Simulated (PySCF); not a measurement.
Consider C8H13P (SMILES CC#C/P=C(\C)C(C)C).

Input

```
{"job": {"kind": "nmr", "xc": "PBE0", "basis": "pcSseg-1"}, "charge": 0, "multiplicity": 1}
C      4.622669     0.154847     0.753868
C      3.221782    -0.108106     0.993056
C      2.037491    -0.299387     1.129895
P      0.374546    -0.646339     1.582740
C     -0.477206    -0.134940     0.217516
C      0.129779     0.460474    -1.010315
C     -1.977313    -0.277504     0.273034
C     -2.470570    -1.363138    -0.688416
C     -2.677872     1.051058    -0.016375
H      5.012267    -0.535486     0.005213
H      5.186727     0.027596     1.677885
H      4.757025     1.175577     0.394438
H     -0.354389     0.080954    -1.908842
H      1.194003     0.240271    -1.061520
H      0.010334     1.545693    -1.001252
H     -2.245952    -0.591261     1.290401
H     -1.968653    -2.306542    -0.483255
H     -2.278665    -1.086025    -1.722475
H     -3.542055    -1.508403    -0.568800
H     -3.749343     0.950509     0.141891
H     -2.303616     1.829641     0.645242
H     -2.511397     1.359898    -1.045562
```

Command:

```sh
OMP_NUM_THREADS=1 python probes_run.py task.json out
```

Geometry: GFN2-xTB.

Theory: PySCF 2.14.0, PBE0/pcSseg-1, SCF density, gas phase, non-relativistic.

**What will maps of the electron density and electron localisation function show?**

C–C (1.21 Å): ρ is about 2.7 e/Å³ halfway; the ELF peaks at about 0.85 between the atoms (a multiple bond).
C–P (1.69 Å): ρ is about 1.4 e/Å³ halfway; the ELF peaks at about 0.90 between the atoms (localised, covalent bonding).
C–H (1.09 Å): ρ at the midpoint is about 2 e/Å³; the ELF climbs to about 1 towards the hydrogen, as it does in any bond to H (an ordinary covalent bond to hydrogen).
C–P (1.76 Å): the density is about 1.2 e/Å³ at the midpoint; the ELF peaks at about 0.95 between the atoms; a covalent bond.

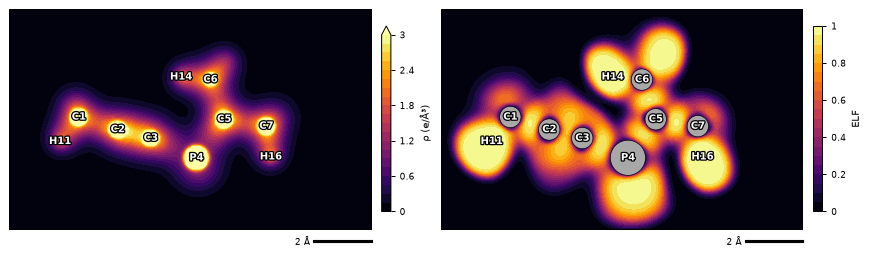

Computed electron density and electron localisation function on the plane of atoms C5, C7 and H16, in this order. Grey discs cover the atomic cores in the ELF map. 
